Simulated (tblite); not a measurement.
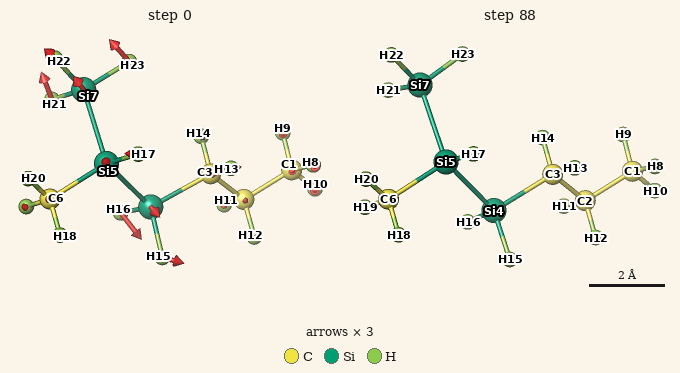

The structure of C$_{4}$H$_{16}$Si$_{3}$ before (left) and after (right) a relaxation, at one scale. The red arrows give the displacements, magnified 3 times.

The picture is a ball-and-stick view, seen at a tilt.

All numbers below come from GFN2-xTB geometry optimisation, gas phase (tblite). 

Q: Summarise the run.

A: The atom that moves furthest after the best rigid fit is H16 (0.31 Å). By element the largest moves are H 0.31 Å, Si 0.19 Å, C 0.08 Å. Some distances before and after: Si5–C6 1.850 → 1.908 Å, Si7–H23 1.496 → 1.466 Å, C3–Si4 1.875 → 1.904 Å, Si5–Si7 2.305 → 2.326 Å. Bond angles that change, for instance: Si4–Si5–Si7 105.5° → 116.4°, Si5–Si4–H15 108.6° → 116.3°, C6–Si5–H17 110.5° → 104.4°. Over 88 geometry steps the energy falls by 0.199 eV.
